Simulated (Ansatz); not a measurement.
The compound is ScC₈ (space group Im-3m, No. 229), taken as the end point of a relaxation with DFT PBE, scalar-relativistic, plane waves, PAW (Ansatz 0.2.0); the starting structure was generated, so it need not be a known form of this composition.

```
Sc C
1.0
     6.61219    0.00000    0.00000
     0.00000    6.61219    0.00000
     0.00000    0.00000    6.61219
Sc C
2 16
Cartesian
  0.0000 0.0000 0.0000
  3.3061 3.3061 3.3061
  2.0249 2.0249 2.0249
  1.2812 1.2812 5.3310
  1.2812 5.3310 1.2812
  5.3310 1.2812 1.2812
  2.0249 2.0249 4.5873
  1.2812 1.2812 1.2812
  2.0249 4.5873 2.0249
  4.5873 2.0249 2.0249
  5.3310 5.3310 5.3310
  4.5873 4.5873 2.0249
  4.5873 2.0249 4.5873
  2.0249 4.5873 4.5873
  5.3310 5.3310 1.2812
  4.5873 4.5873 4.5873
  5.3310 1.2812 5.3310
  1.2812 5.3310 5.3310
```

Bonds are taken as C–C below 1.4 Å and C–Sc below 2.5 Å; no other contact counts. Simplification: prune 0- and 1-connected atoms, fold 2-connected ones into links.

Derive the underlying net.

The result is a uninodal 8-connected, three-periodic net: Sc is an 8-connected node. C becomes part of the edges. It is the bcu net, known from CsCl and the body-centred cubic metals. It is a single net, without interpenetration.

| node | links | point symbol | coordination sequence |
| --- | --- | --- | --- |
| Sc | 8 | 4^24.6^4 | 8 26 56 98 152 218 |

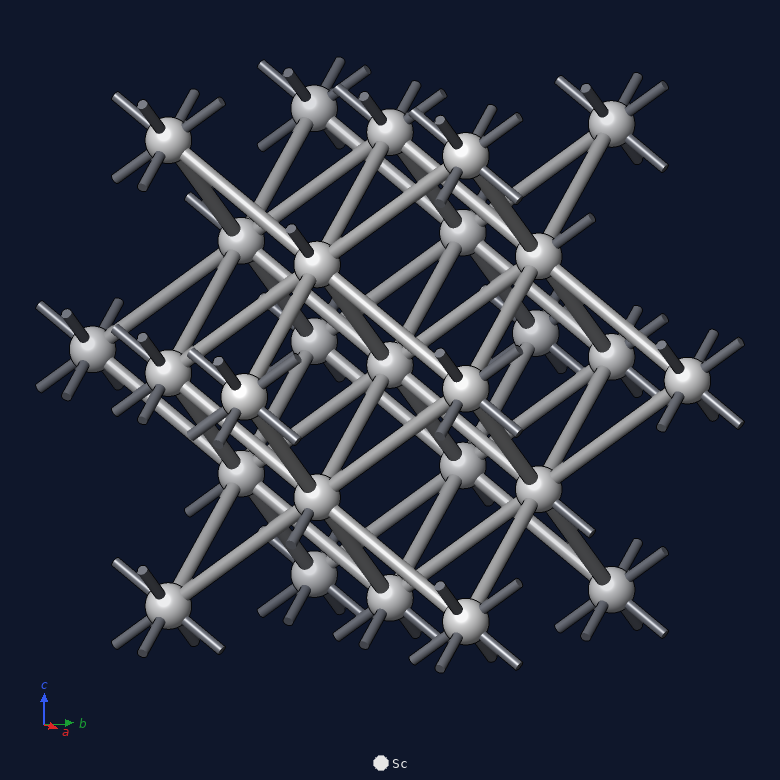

Nodes are coloured by element. Short stubs are edges that leave the cut-out.
